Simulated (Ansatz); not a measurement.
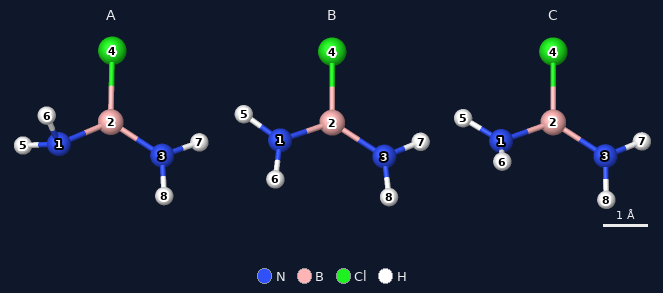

3 geometries from a converged minimum-energy path of BN2H4Cl, shuffled. A ball-and-stick model, seen at a tilt.

All numbers below come from RKS PBE-D4/def2-SVP in Ansatz. Settings: 5 movable images; climbing image; force threshold 0.05 eV/Å; iteration limit 60; starting path by image-dependent pair potential.

**One of them is the converged climbing image. Which?**

A. In order along the path, whose images run from 0 to 6: B (image 0, 0.0 kcal/mol), C (image 1, +2.5 kcal/mol), A (image 3, +10.0 kcal/mol). The motion is a rotation about the N1–B2 bond by about 180°. No bond forms or breaks between the ends. Among the angles between lasting bonds that change up to the highest image: B2–N1–H6 124.0° → 110.7°, B2–N1–H5 121.6° → 110.7°.
